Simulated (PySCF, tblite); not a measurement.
# C5H6NO2S radical: geometry, infrared bands and EPR parameters

Aim: predict the infrared bands and EPR parameters of C5H6NO2S radical (`CS(=O)(=O)C/[C]=C/C#N`).

The runs use tblite 0.8.0 and PySCF 2.14.0, with density-fitted response routines of our own; the level of theory stands in each step. All values are computed, except where a source is named. Atoms count from 0, in the outputs and in this text.

### Step 1. Starting geometry

15 atoms, charge 0, multiplicity 2; geometry from: force field or distance geometry start.

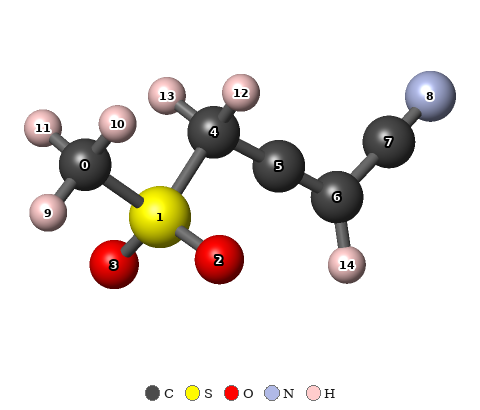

The starting geometry (carbon dark grey, sulfur yellow, oxygen red, nitrogen light blue, hydrogen pink), atoms numbered.

### Step 2. Optimising the geometry with GFN2-xTB

What the job is given:

```
{"job": {"kind": "relax", "xc": "GFN2-xTB", "basis": "xTB"}, "charge": 0, "multiplicity": 2}
C     -2.573700     0.455000    -0.582700
S     -1.265600     0.054700     0.521600
O     -1.153800     1.125000     1.501200
O     -1.469500    -1.312000     0.955600
C      0.176900     0.102100    -0.531700
C      1.365400    -0.219000     0.252900
C      2.421400    -0.501300     0.962700
C      3.700000    -0.523100     0.348900
N      4.739400    -0.549300    -0.166500
H     -3.521600     0.450600    -0.013500
H     -2.404700     1.450000    -0.996800
H     -2.623100    -0.294100    -1.373400
H      0.236200     1.111600    -0.951000
H      0.028800    -0.625600    -1.342000
H      2.339400    -0.716600     2.025800
```

Run with:

```sh
$ OMP_NUM_THREADS=1 python probes_run.py task.json out
```

This one command runs all jobs of the session in turn.

Output:

```text
step      E/eV     max force
  0    -758.40728    2.501
  1    -758.46706    5.998
  2    -758.55575    2.240
  3    -758.62161    0.993
  4    -758.64004    0.592
  5    -758.65722    0.758
  6    -758.67183    0.459
  7    -758.68009    0.237
  8    -758.68641    0.388
  9    -758.69309    0.365
 10    -758.69835    0.209
 11    -758.70200    0.232
 12    -758.70589    0.191
 13    -758.70909    0.177
 14    -758.71119    0.151
 15    -758.71293    0.121
 16    -758.71513    0.186
 17    -758.71749    0.167
 18    -758.71945    0.164
 19    -758.72117    0.137
 20    -758.72324    0.165
 21    -758.72601    0.188
 22    -758.72926    0.111
 23    -758.73190    0.104
 24    -758.73366    0.104
 25    -758.73517    0.109
 26    -758.73678    0.082
 27    -758.73799    0.057
 28    -758.73861    0.047
 29    -758.73899    0.052
 30    -758.73954    0.085
 31    -758.74042    0.070
 32    -758.74164    0.126
 33    -758.74281    0.084
 34    -758.74376    0.082
 35    -758.74472    0.080
 36    -758.74645    0.099
 37    -758.74874    0.166
 38    -758.75118    0.144
 39    -758.75344    0.223
 40    -758.75630    0.128
 41    -758.75968    0.346
 42    -758.76592    0.183
 43    -758.77622    0.406
 44    -758.78558    0.725
 45    -758.78572    0.850
 46    -758.79562    0.363
 47    -758.79690    0.525
 48    -758.80132    0.140
 49    -758.80303    0.131
 50    -758.80439    0.106
 51    -758.80670    0.099
 52    -758.80802    0.140
 53    -758.80930    0.099
 54    -758.81052    0.091
 55    -758.81212    0.112
 56    -758.81382    0.132
 57    -758.81533    0.121
 58    -758.81662    0.102
 59    -758.81791    0.086
 60    -758.81940    0.137
 61    -758.82119    0.122
 62    -758.82264    0.121
 63    -758.82381    0.116
 64    -758.82471    0.095
 65    -758.82535    0.072
 66    -758.82582    0.044
 67    -758.82607    0.028
 68    -758.82623    0.026
 69    -758.82637    0.027
 70    -758.82650    0.036
 71    -758.82659    0.034
 72    -758.82664    0.034
 73    -758.82668    0.026
 74    -758.82673    0.019
 75    -758.82677    0.014
 76    -758.82680    0.012
 77    -758.82681    0.010
 78    -758.82682    0.011
 79    -758.82682    0.007
```

Wall time 0.54 s (1 thread of Arm Neoverse V1, shared host).

The steps of the relaxation: (not every step is listed)

```csv
step,energy from step 0 (eV),largest force (eV/Å)
0,0.0000,2.5007
1,-0.0598,5.9978
2,-0.1485,2.2400
3,-0.2143,0.9925
4,-0.2328,0.5922
5,-0.2499,0.7576
6,-0.2645,0.4586
7,-0.2728,0.2367
8,-0.2791,0.3877
14,-0.3039,0.1507
20,-0.3160,0.1655
26,-0.3295,0.0817
32,-0.3344,0.1259
38,-0.3439,0.1441
44,-0.3783,0.7250
50,-0.3971,0.1056
56,-0.4065,0.1317
62,-0.4154,0.1214
68,-0.4189,0.0260
74,-0.4194,0.0193
75,-0.4195,0.0136
76,-0.4195,0.0115
77,-0.4195,0.0105
78,-0.4195,0.0107
79,-0.4195,0.0072
```

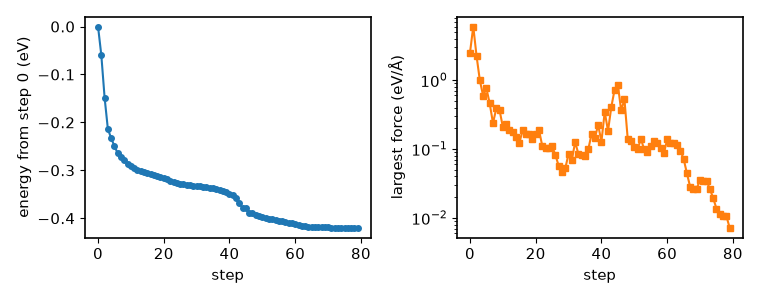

Energy and force, step by step.

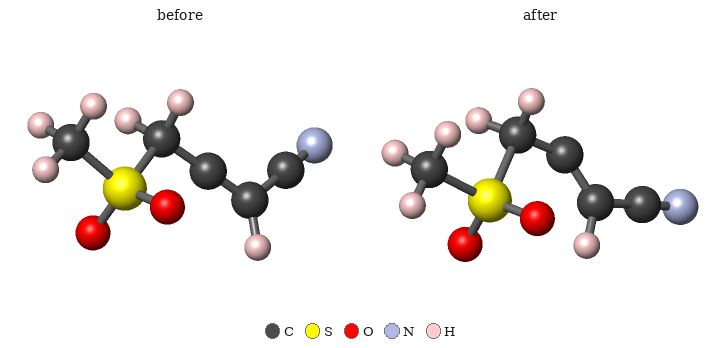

The geometry before (left) and after (right).

Close pairs (by a distance rule), those that changed most:

```csv
bond,before (Å),after (Å),change (Å)
S1–C4,1.787,1.908,+0.121
C0–S1,1.758,1.831,+0.073
C4–C5,1.460,1.409,-0.051
C0–H9,1.106,1.083,-0.023
S1–O2,1.455,1.435,-0.020
C7–N8,1.160,1.146,-0.015
S1–O3,1.448,1.435,-0.013
C4–H13,1.099,1.088,-0.011
```

The end geometry stands in the next job.

### Step 3. Harmonic vibrations with GFN2-xTB

What the job is given:

```
{"job": {"kind": "ir", "xc": "GFN2-xTB", "basis": "xTB"}, "charge": 0, "multiplicity": 2}
C     -2.610060     0.404942    -0.319528
S     -0.993887     0.033490     0.456788
O     -0.706917     1.053046     1.425383
O     -1.005429    -1.329634     0.905978
C      0.278919     0.181733    -0.956427
C      1.564806    -0.086972    -0.447180
C      2.173642    -0.404837     0.661484
C      3.566681    -0.601704     0.772229
N      4.695603    -0.765279     0.878692
H     -3.358537     0.328373     0.458786
H     -2.569192     1.411553    -0.712419
H     -2.786686    -0.329375    -1.093467
H      0.167417     1.200097    -1.322163
H     -0.047388    -0.544947    -1.697175
H      1.626613    -0.542497     1.600174
```

Output:

```text
mode    cm-1     km/mol
  1      -5.7      2.20
  2      55.5      4.45
  3      89.4     10.74
  4     112.5      0.59
  5     151.6      3.08
  6     166.2      1.62
  7     211.2      8.29
  8     257.8      1.23
  9     284.8      1.11
 10     328.4     10.68
 11     418.7     29.81
 12     428.6      5.46
 13     458.7     99.71
 14     523.0     40.62
 15     577.3     18.39
 16     676.9    209.16
 17     703.9     11.03
 18     800.0      6.55
 19     821.6    105.16
 20     842.3     13.32
 21     929.8      5.34
 22    1045.8      4.00
 23    1063.9     27.40
 24    1083.6      6.98
 25    1119.3    200.14
 26    1199.5      5.49
 27    1244.0     27.59
 28    1260.2    500.59
 29    1377.4      6.90
 30    1410.6      7.77
 31    1426.0     15.17
 32    1790.0    209.10
 33    2376.7    285.40
 34    2856.1      0.61
 35    2993.5      5.46
 36    2996.0      4.04
 37    3068.1      4.85
 38    3086.4      0.84
 39    3097.9      3.45
```

It took 0.53 s on 1 thread of Arm Neoverse V1, shared host.

The strongest bands and the atoms that carry them (share of the mass-weighted mode):

```csv
cm⁻¹,km/mol,atoms
459,99.7,"C7 25 %, C4 14 %, C5 13 %, S1 12 %"
523,40.6,"S1 29 %, C4 23 %, O2 14 %, O3 14 %"
677,209.2,"S1 41 %, C0 39 %"
822,105.2,"H9 47 %, C0 17 %, H11 12 %, H10 12 %"
1119,200.1,"O2 36 %, O3 36 %, S1 24 %"
1260,500.6,"S1 44 %, O3 27 %, O2 27 %"
1790,209.1,"C5 58 %, C6 38 %"
2377,285.4,"C7 60 %, N8 39 %"
```

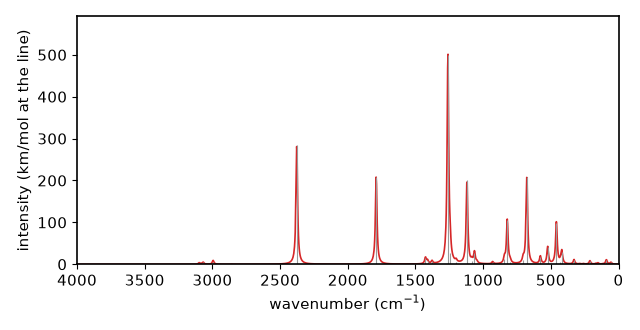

The infrared spectrum from these modes, unscaled. Lines are broadened to a width of 14 cm⁻¹ (Lorentzian).

### Step 4. EPR parameters: B3LYP/pcH-1

Settings changed since step 3:

```diff
@@ -1,2 +1,2 @@
-{"job": {"kind": "ir", "xc": "GFN2-xTB", "basis": "xTB"}, "charge": 0, "multiplicity": 2}
+{"job": {"kind": "epr", "basis": "pcH-1"}, "charge": 0, "multiplicity": 2}
 C     -2.610060     0.404942    -0.319528
```

With the program's defaults for keys left out, this is: UKS B3LYP, pcH-1 on C H N O S, non-relativistic, mean-field spin-orbit, GIAO.

Output:

```text
UKS, coarse grid
  cycle   1  E = -797.04714332  |g| = 9.40e-01
  cycle   2  E = -795.77395401  |g| = 2.03e+00
  cycle   3  E = -797.35003346  |g| = 2.02e-01
  cycle   4  E = -797.36296751  |g| = 1.32e-01
  cycle   5  E = -797.37018640  |g| = 6.09e-02
  cycle   6  E = -797.37174717  |g| = 1.33e-02
  cycle   7  E = -797.37181866  |g| = 7.67e-03
  cycle   8  E = -797.37185849  |g| = 2.90e-03
  cycle   9  E = -797.37187191  |g| = 1.36e-03
  cycle  10  E = -797.37187794  |g| = 6.57e-04
UKS, final grid
  cycle   1  E = -797.37184329  |g| = 6.81e-04
  cycle   2  E = -797.37184335  |g| = 1.06e-03
  cycle   3  E = -797.37184386  |g| = 3.36e-04
  cycle   4  E = -797.37184396  |g| = 1.97e-04
  cycle   5  E = -797.37184410  |g| = 1.54e-04
  cycle   6  E = -797.37184412  |g| = 3.88e-05
  cycle   7  E = -797.37184412  |g| = 1.19e-05
E = -797.37184412 Eh   <S^2> = 0.7625 (exact 0.7500)
g shifts (ppm)      1          2          3
  rmc          -179       -179       -179
  gc             15         24         -6
  oz_so        -132        419       1080
  total        -295        264        895
hyperfine (MHz)  atom isotope    a_iso     a_fc   dipolar eigenvalues
    0   13C      26.01      26.00     -4.18     -4.06      8.25
    1   33S      64.74      64.90    -10.51     -9.24     19.75
    2   17O      -1.11      -1.07     -9.90      4.52      5.38
    3   17O      -1.12      -1.08     -9.94      4.53      5.40
    4   13C      10.47      10.47     -8.07     -0.68      8.75
    5   13C     281.61     281.73    -78.82    -55.46    134.28
    6   13C     -23.52     -23.52    -19.06      2.16     16.90
    7   13C      64.57      64.58     -2.69     -1.07      3.76
    8   14N      -0.73      -0.73     -2.68      0.35      2.33
    9    1H       8.30       8.30     -2.60     -0.25      2.84
   10    1H      -3.05      -3.05     -2.66     -0.40      3.07
   11    1H      -3.05      -3.05     -2.66     -0.41      3.07
   12    1H      32.42      32.42     -6.05     -4.13     10.18
   13    1H      32.02      32.02     -6.06     -4.12     10.18
   14    1H     161.80     161.80     -5.52     -0.74      6.26
```

It took 2.2 min on 1 thread of Arm Neoverse V1, shared host; peak memory 1.1 GiB.

Principal g values 2.00202, 2.00258, 2.00321; g(iso) = 2.00261, against 2.00232 for a free electron.

Hyperfine couplings; where a row names several nuclei, a(iso) is their mean (it holds for fast rotation or exchange) and the dipolar term the largest among them:

```csv
nuclei,isotope,a(iso) (MHz),"a(iso) (G, at g = 2.0023)",largest dipolar term (MHz)
C5,13C,281.6,100.5,134.3
H14,1H,161.8,57.7,6.3
S1,33S,64.7,23.1,19.7
C7,13C,64.6,23.0,3.8
"H12, H13",1H,32.2,11.5,10.2
C0,13C,26.0,9.3,8.2
C6,13C,-23.5,-8.4,-19.1
C4,13C,10.5,3.7,8.8
"O2, O3",17O,-1.1,-0.4,-9.9
"H9, H10, H11",1H,0.7,0.3,3.1
N8,14N,-0.7,-0.3,-2.7
```

Mulliken spin populations:

C0 0.04; S1 0.07; O2 0.03; O3 0.03; C4 -0.09; C5 0.95; C6 -0.14; C7 0.05; N8 -0.04; H9 0.01; H10 0.00; H11 0.00; H12 0.01; H13 0.01; H14 0.07

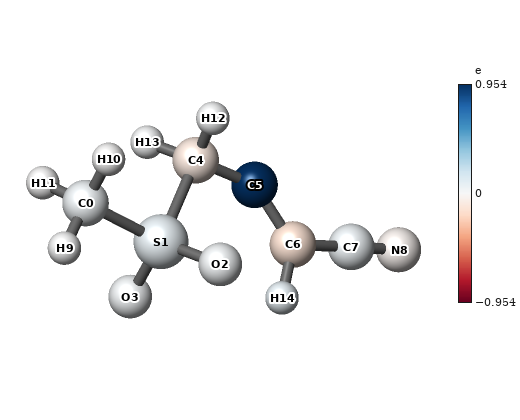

Mulliken spin populations, as colours on the atoms.

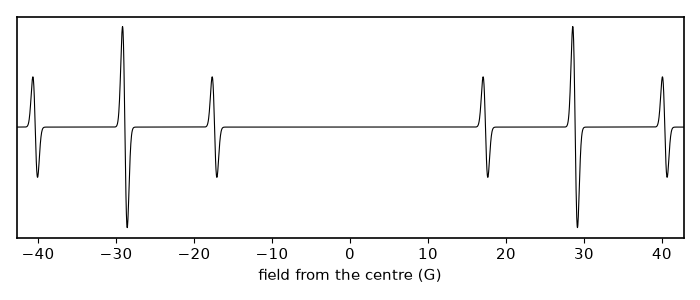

First-order isotropic spectrum (first derivative, main isotopes with spin only, couplings over 0.8 MHz, Gaussian width 0.3 G; couplings of the frozen geometry, rotation of groups not averaged beyond the rows shown).

Orbitals, density, ELF and potential are computed afterwards from the orbital file.

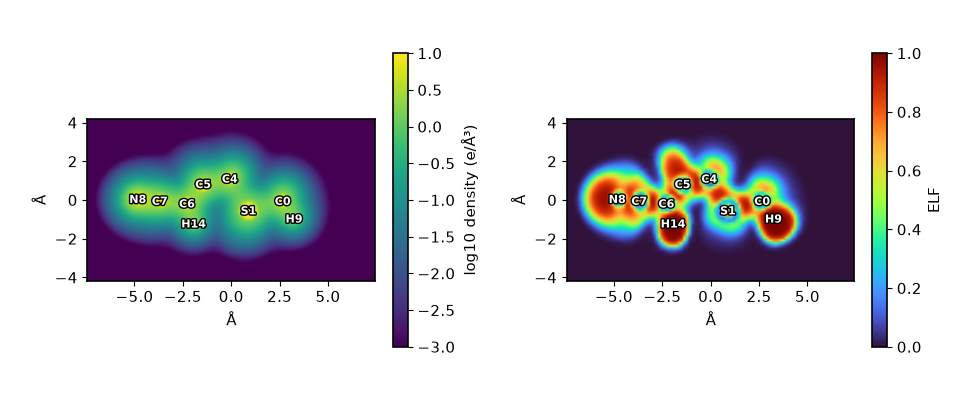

Density (left) and ELF (right) in a plane through or near 9 of the atoms.

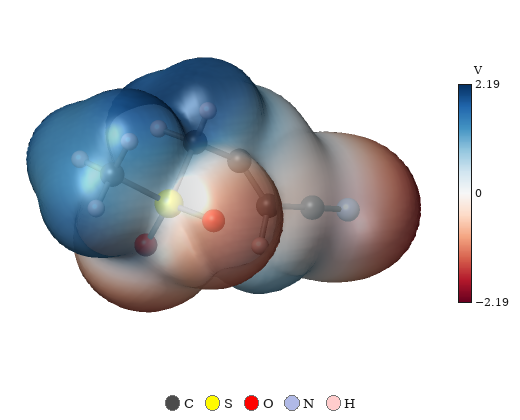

Electrostatic potential on the surface of density 0.002 e/bohr³; red is low, blue high. It runs from -1.81 V near N8 to 2.19 V near H13.

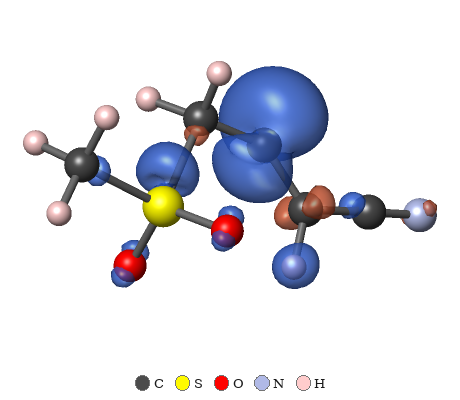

Spin density at ±0.05 e/Å³ (alpha excess blue, beta excess red).

### Step 5. Results

| quantity | value |
| --- | --- |
| strongest single infrared mode (GFN2-xTB) | 1260 cm⁻¹, 501 km/mol |
| zero-point energy (GFN2-xTB) | 61.9 kcal/mol |
| g(iso) (B3LYP) | 2.00261 |
| ⟨S²⟩ | 0.763 (exact 0.75) |
| largest a(iso) (averaged by class) | 13C on C5, 281.6 MHz |
| potential on the surface of density 0.002 e/bohr³, 1st and 99th percentile | -1.81 V and 2.19 V |

**Reading.** The optimisation took 79 steps and gained 0.420 eV; among the close pairs (by a distance rule), S1–C4 changed most, from 1.787 to 1.908 Å. The lowest mode is slightly imaginary (6i cm⁻¹), a soft motion within the noise of the Hessian, so the minimum is not strictly shown. The strongest single mode, at 1260 cm⁻¹, has its largest shares on S1, O3 and O2 (the list is cut at 3 atoms). GFN2-xTB is a fitted tight-binding method: band positions and strengths are rough. Its intensities can rank the bands wrongly. C5 carries the largest spin population, 0.95 e. The isotropic g lies 0.3 ppt above the free-electron value. These values are for one conformer; the search (at its own cheap level) found 2 more, at 0.00, 2.79 kcal/mol (those within 0.05 may be mirror or relabelled copies), and measured spectra average over such forms.
